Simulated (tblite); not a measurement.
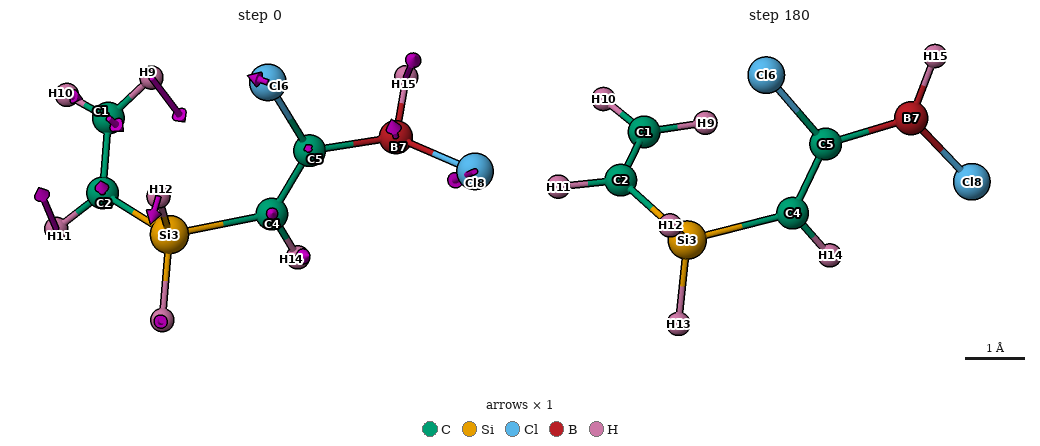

The structure of C4H7BCl2Si before (left) and after (right) a relaxation, at one scale. The purple arrows give the displacements, at their true length.

The picture is a ball-and-stick view, seen at a tilt.

The calculation used GFN2-xTB geometry optimisation, gas phase in tblite 0.8.0. 

**Summarise the run.**

The energy falls by 20.7 kcal/mol in 180 geometry steps. The atom that moves furthest after the best rigid fit is Cl8 (1.68 Å). By element the largest moves are Cl 1.68 Å, H 1.35 Å, C 0.49 Å, B 0.44 Å, Si 0.12 Å. Among the contacts that change: B7–Cl8 1.850 → 1.691 Å, C1–H10 1.113 → 1.080 Å, Si3–Cl6 3.232 → 3.200 Å, Si3–C4 1.863 → 1.888 Å. Bond angles that change, for instance: C4–C5–B7 117.7° → 126.9°, C5–C4–H14 123.9° → 116.2°, C5–B7–H15 114.8° → 122.1°. Groups turn about C2–Si3 by about 60°, Si3–C4 by about 25°. Cost: 2.8 s on 1 thread of Arm Neoverse N1, on a shared host.
